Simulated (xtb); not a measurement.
**Geometry relaxation of CH8NSi2 (charge +1) (part 3 of 3)**

The same run, continued: CH8NSi2, charge +1, SMILES C1[SiH2][NH2+][SiH2]1; GFN2-xTB (xtb 6.7.1). The geometry comes from this level: GFN2-xTB.

Geometry of the input (Å):
```
C  -1.3571  0.0208  -0.1403
Si -0.2160  0.0265  1.3920
N  1.2071  -0.0209  0.1245
Si 0.0735  -0.0218  -1.4063
H  -1.9995  0.8955  -0.2218
H  -2.0262  -0.8358  -0.1948
H  -0.0723  -1.2073  2.1458
H  -0.0278  1.2804  2.1017
H  1.8410  0.7722  0.1767
H  1.8088  -0.8367  0.2007
H  0.3627  -1.2804  -2.0724
H  0.4061  1.2076  -2.1058
```

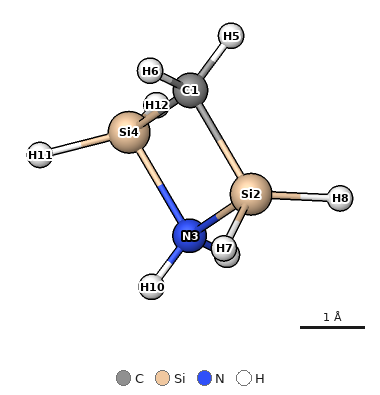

*The geometry at step 1 of the log (ball-and-stick view, seen at a tilt; atoms are numbered from 1 in the order of the input).*

The program's output, continued:
```
 ---------------------------------------------------------------------------
     1   6 C    3.981 --     5 H    0.952     6 H    0.952     2 Si   0.940
                             4 Si   0.939
     2  14 Si   3.434 --     1 C    0.940     8 H    0.886     7 H    0.886
                             3 N    0.675
     3   7 N    3.428 --    10 H    0.958     9 H    0.958     4 Si   0.675
                             2 Si   0.675
     4  14 Si   3.434 --     1 C    0.939    12 H    0.886    11 H    0.886
                             3 N    0.675
     5   1 H    0.990 --     1 C    0.952
     6   1 H    0.990 --     1 C    0.952
     7   1 H    1.000 --     2 Si   0.886
     8   1 H    1.000 --     2 Si   0.886
     9   1 H    0.961 --     3 N    0.958
    10   1 H    0.961 --     3 N    0.958
    11   1 H    1.000 --     4 Si   0.886
    12   1 H    1.000 --     4 Si   0.886
 ---------------------------------------------------------------------------

Topologies differ in total number of bonds
Writing topology from bond orders to xtbtopo.mol

molecular dipole:
                 x           y           z       tot (Debye)
 q only:        0.257      -0.004       0.027
   full:        0.607      -0.010       0.063       1.552
molecular quadrupole (traceless):
                xx          xy          yy          xz          yz          zz
 q only:       -0.515      -0.077      -4.260      -0.551       0.150       4.776
  q+dip:        0.122      -0.036      -1.688      -0.151       0.053       1.566
   full:        1.666      -0.120      -4.671      -0.139       0.121       3.005

           -------------------------------------------------
          |                Geometry Summary                 |
           -------------------------------------------------

      molecular mass/u    :       90.2519625
   center of mass at/Å    :       -0.0343891       0.0009117      -0.0035527
  moments of inertia/u·Å² :        0.6739387E+02   0.1383215E+03   0.1876009E+03
rotational constants/cm⁻¹ :        0.2501360E+00   0.1218729E+00   0.8985903E-01

 * 10 selected distances

     #   Z          #   Z                                           value/Å
     1   6 C        2  14 Si                                      1.9105472
     1   6 C        4  14 Si                                      1.9105782 (max)
     1   6 C        5   1 H                                       1.0883937
     1   6 C        6   1 H                                       1.0884325
     2  14 Si       7   1 H                                       1.4530253
     2  14 Si       8   1 H                                       1.4530393
     3   7 N        9   1 H                                       1.0166279 (min)
     3   7 N       10   1 H                                       1.0166280
     4  14 Si      11   1 H                                       1.4529980
     4  14 Si      12   1 H                                       1.4530004

 * 4 distinct bonds (by element types)

   Z      Z             #   av. dist./Å        max./Å        min./Å
   1 H    6 C           2     1.0884131     1.0884325     1.0883937
   1 H    7 N           2     1.0166279     1.0166280     1.0166279
   1 H   14 Si          4     1.4530158     1.4530393     1.4529980
   6 C   14 Si          2     1.9105627     1.9105782     1.9105472

           -------------------------------------------------
          |               Frequency Printout                |
Molecule has the following symmetry elements: (C2) 2*(sigma)
It seems to be the C2v point group
           -------------------------------------------------
 projected vibrational frequencies (cm⁻¹)
eigval :       -0.00    -0.00    -0.00    -0.00     0.00     0.00
eigval :       78.96   336.03   397.02   415.09   427.92   502.70
eigval :      505.05   538.94   575.34   654.85   672.87   687.22
eigval :      708.19   724.29   727.52   779.22   839.80   923.19
eigval :     1035.91  1094.44  1414.19  1490.66  2358.92  2360.70
eigval :     2362.06  2373.15  3003.41  3017.40  3360.43  3378.77
 reduced masses (amu)
   1: 21.86   2: 13.41   3: 19.24   4: 21.03   5: 20.22   6: 19.59   7:  9.60   8: 23.64
   9: 17.56  10:  3.06  11:  2.04  12:  1.94  13:  1.33  14: 13.48  15:  4.60  16:  5.69
  17:  5.68  18:  7.15  19: 11.71  20:  2.26  21:  2.73  22: 13.88  23:  1.28  24:  1.80
  25:  3.37  26:  3.97  27:  1.91  28:  1.92  29:  1.50  30:  1.53  31:  2.28  32:  2.30
  33:  2.00  34:  1.57  35:  2.09  36:  1.56
 IR intensities (km·mol⁻¹)
   1:  5.75   2:  3.08   3:  7.92   4:  6.67   5:  5.02   6:  6.19   7:  1.67   8:  2.86
   9: 71.21  10:  0.00  11: 29.37  12:  0.01  13:  6.51  14: 19.44  15: 28.78  16:167.82
  17:226.05  18:291.23  19: 92.58  20:120.17  21:  4.80  22:230.12  23:  0.00  24:  0.00
  25:211.56  26:101.19  27: 41.14  28: 78.83  29:146.39  30:  6.70  31:  0.14  32:581.62
  33:  0.33  34:  9.35  35: 19.59  36: 35.67
 Raman intensities (Ä⁴*amu⁻¹)
   1:  0.00   2:  0.00   3:  0.00   4:  0.00   5:  0.00   6:  0.00   7:  0.00   8:  0.00
   9:  0.00  10:  0.00  11:  0.00  12:  0.00  13:  0.00  14:  0.00  15:  0.00  16:  0.00
  17:  0.00  18:  0.00  19:  0.00  20:  0.00  21:  0.00  22:  0.00  23:  0.00  24:  0.00
  25:  0.00  26:  0.00  27:  0.00  28:  0.00  29:  0.00  30:  0.00  31:  0.00  32:  0.00
  33:  0.00  34:  0.00  35:  0.00  36:  0.00
 output can be read by thermo (or use thermo option).
 writing <g98.out> molden fake output.
 recommended (thermochemical) frequency scaling factor: 1.0
           -------------------------------------------------
          |             Thermodynamic Functions             |
           -------------------------------------------------

c2v symmetry found (for desy threshold:  0.10E+00) used in thermo

          ...................................................
          :                      SETUP                      :
          :.................................................:
          :  # frequencies                          30      :
          :  # imaginary freq.                       0      :
          :  linear?                             false      :
          :  only rotor calc.                    false      :
          :  symmetry                              c2v      :
          :  rotational number                       2      :
          :  scaling factor                  1.0000000      :
          :  rotor cutoff                   50.0000000 cm⁻¹ :
          :  imag. cutoff                  -20.0000000 cm⁻¹ :
          :.................................................:

    mode    ω/cm⁻¹     T·S(HO)/kcal·mol⁻¹    T·S(FR)/kcal·mol⁻¹   T·S(vib)
   ------------------------------------------------------------------------
       1     78.96    -1.16770 ( 86.15%)    -0.92070 ( 13.85%)    -1.13349
   ------------------------------------------------------------------------

   temp. (K)  partition function   enthalpy   heat capacity  entropy
                                   cal/mol     cal/K/mol   cal/K/mol   J/K/mol
 298.15  VIB   11.2                 2395.456     20.072     12.721
         ROT  0.505E+05              888.752      2.981     24.503
         INT  0.566E+06             3284.209     23.053     37.224
         TR   0.830E+27             1481.254      4.968     39.394
         TOT                        4765.4626    28.0215    76.6182   320.5706

       T/K    H(0)-H(T)+PV         H(T)/Eh          T*S/Eh         G(T)/Eh
   ------------------------------------------------------------------------
    298.15    0.759425E-02    0.935820E-01    0.364038E-01    0.571782E-01
   ------------------------------------------------------------------------

         :::::::::::::::::::::::::::::::::::::::::::::::::::::
         ::                  THERMODYNAMIC                  ::
         :::::::::::::::::::::::::::::::::::::::::::::::::::::
         :: total free energy         -12.149558195579 Eh   ::
         ::.................................................::
         :: total energy              -12.206736383799 Eh   ::
         :: zero point energy           0.085987720847 Eh   ::
         :: G(RRHO) w/o ZPVE           -0.028809532627 Eh   ::
         :: G(RRHO) contrib.            0.057178188220 Eh   ::
         :::::::::::::::::::::::::::::::::::::::::::::::::::::

optimized geometry written to: xtbopt.xyz

           -------------------------------------------------
          | TOTAL ENERGY              -12.206736383799 Eh   |
          | TOTAL ENTHALPY            -12.113154414888 Eh   |
          | TOTAL FREE ENERGY         -12.149558195579 Eh   |
          | GRADIENT NORM               0.000046644952 Eh/α |
          | HOMO-LUMO GAP               4.449749567417 eV   |
           -------------------------------------------------

------------------------------------------------------------------------
------------------------------------------------------------------------
 total:
 *  cpu-time:     0 d,  0 h,  0 min,  0.442 sec
 * ratio c/w:     1.000 speedup
 SCF:
 *  cpu-time:     0 d,  0 h,  0 min,  0.009 sec
 * ratio c/w:     1.000 speedup
 ANC optimizer:
 *  cpu-time:     0 d,  0 h,  0 min,  0.023 sec
 * ratio c/w:     1.000 speedup
 analytical hessian:
 *  cpu-time:     0 d,  0 h,  0 min,  0.400 sec
 * ratio c/w:     1.000 speedup
```

File vibspectrum:
```
$vibrational spectrum
#  mode     symmetry     wave number   IR intensity    selection rules
#                         cm**(-1)      (km*mol⁻¹)        IR
     1                      -0.00         0.00000          -
     2                      -0.00         0.00000          -
     3                      -0.00         0.00000          -
     4                      -0.00         0.00000          -
     5                       0.00         0.00000          -
     6                       0.00         0.00000          -
     7        a             78.96         1.67401         YES
     8        a            336.03         2.85756         YES
     9        a            397.02        71.20753         YES
    10        a            415.09         0.00062         NO
    11        a            427.92        29.37026         YES
    12        a            502.70         0.01030         YES
    13        a            505.05         6.51190         YES
    14        a            538.94        19.44413         YES
    15        a            575.34        28.78339         YES
    16        a            654.85       167.82366         YES
    17        a            672.87       226.04782         YES
    18        a            687.22       291.23304         YES
    19        a            708.19        92.58146         YES
    20        a            724.29       120.17052         YES
    21        a            727.52         4.80363         YES
    22        a            779.22       230.11819         YES
    23        a            839.80         0.00007         NO
    24        a            923.19         0.00013         NO
    25        a           1035.91       211.55714         YES
    26        a           1094.44       101.18866         YES
    27        a           1414.19        41.13929         YES
    28        a           1490.66        78.83265         YES
    29        a           2358.92       146.38673         YES
    30        a           2360.70         6.69625         YES
    31        a           2362.06         0.14093         YES
    32        a           2373.15       581.61886         YES
    33        a           3003.41         0.33483         YES
    34        a           3017.40         9.34706         YES
    35        a           3360.43        19.58863         YES
    36        a           3378.77        35.67091         YES
$end
```

File xtbopt.xyz:
```
12
 energy: -12.206736383798 gnorm: 0.000046583555 xtb: 6.7.1
C           -1.35703330663198        0.02095061763691       -0.14037715143423
Si          -0.21578138143363        0.02638389171281        1.39184494136530
N            1.20716138055205       -0.02032453235598        0.12483135851091
Si           0.07307469174394       -0.02210102107441       -1.40657065710077
H           -1.99921373543057        0.89592155633263       -0.22180706620153
H           -2.02659380001500       -0.83545500821577       -0.19462862915632
H           -0.07251811951545       -1.20779936428141        2.14520373786090
H           -0.02804722760207        1.27970814387339        2.10265930828206
H            1.84118018759343        0.77270024122406        0.17644469324908
H            1.80913727184729       -0.83600000828761        0.20119102658495
H            0.36247800670674       -1.28081277064784       -2.07222323792904
H            0.40617603209798        1.20681825396106       -2.10657832408366
```

Standard error:
```
normal termination of xtb
```

Trajectory as extended XYZ (Å, eV, eV/Å), 3 frames, from step=0 to step=2:
```
12
Properties=species:S:1:pos:R:3 step=0 energy=-332.16221
C    -1.3571    0.0208   -0.1403
Si   -0.2160    0.0265    1.3920
N     1.2071   -0.0209    0.1245
Si    0.0735   -0.0218   -1.4063
H    -1.9995    0.8955   -0.2218
H    -2.0262   -0.8358   -0.1948
H    -0.0723   -1.2073    2.1458
H    -0.0278    1.2804    2.1017
H     1.8410    0.7722    0.1767
H     1.8088   -0.8367    0.2007
H     0.3627   -1.2804   -2.0724
H     0.4061    1.2076   -2.1058
12
Properties=species:S:1:pos:R:3 step=1 energy=-332.16222
C    -1.3570    0.0209   -0.1403
Si   -0.2160    0.0264    1.3920
N     1.2070   -0.0206    0.1246
Si    0.0733   -0.0220   -1.4064
H    -1.9994    0.8957   -0.2219
H    -2.0263   -0.8357   -0.1948
H    -0.0724   -1.2075    2.1457
H    -0.0278    1.2801    2.1021
H     1.8410    0.7724    0.1765
H     1.8088   -0.8364    0.2009
H     0.3626   -1.2805   -2.0724
H     0.4062    1.2072   -2.1061
12
Properties=species:S:1:pos:R:3 step=2 energy=-332.16222
C    -1.3570    0.0209   -0.1404
Si   -0.2158    0.0264    1.3918
N     1.2072   -0.0203    0.1248
Si    0.0731   -0.0221   -1.4066
H    -1.9992    0.8959   -0.2218
H    -2.0266   -0.8355   -0.1946
H    -0.0725   -1.2078    2.1452
H    -0.0281    1.2797    2.1027
H     1.8412    0.7727    0.1764
H     1.8091   -0.8360    0.2012
H     0.3625   -1.2808   -2.0722
H     0.4062    1.2068   -2.1066
```

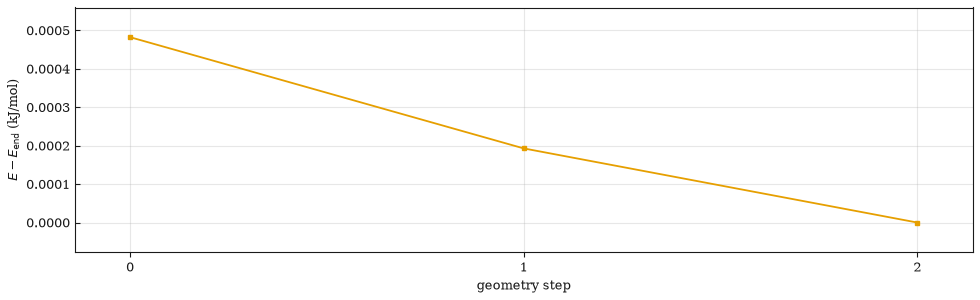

*Progress of the relaxation, step by step (steps are counted from 0).*

No atom moves by more than 0.005 Å after the best rigid fit. The energy falls by next to nothing (0.0 kJ/mol) in 2 geometry steps.

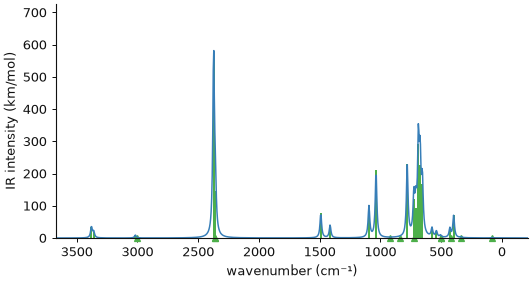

*Harmonic infrared spectrum, unscaled: sticks (degenerate modes added up, dark ones marked on the axis) with a Lorentzian envelope of 16 cm⁻¹ full width, scaled to the tallest stick.*

30 modes from 79 to 3379 cm⁻¹, none imaginary. The strongest line is at 2373 cm⁻¹ (582 km/mol).

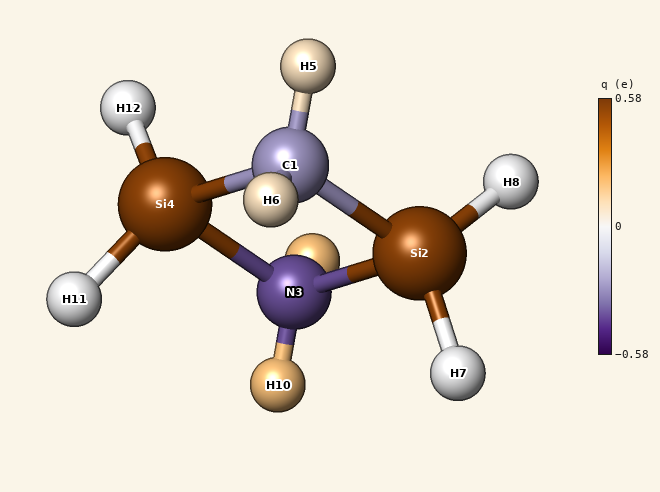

*Mulliken charges, as the colour of each atom (ball-and-stick view, seen at a tilt; atoms are numbered from 1 in the order of the input).*

By element: C −0.27, Si +0.55, N −0.39 and H −0.01 to +0.20 e.

Key numbers:

```tsv
quantity	value
outcome	converged
electrons treated	24
total energy	−12.206736 hartree
dispersion energy	−0.006436 hartree
basis functions	36
HOMO	−15.67 eV
LUMO	−11.22 eV
zero-point energy	0.085988 hartree
wavenumbers, lowest and highest	79 and 3379 cm⁻¹
hardware	1 thread of Intel Xeon @ 2.90GHz (Ice Lake), 192 GiB of memory available, shared host
peak memory	0.069 GiB
```
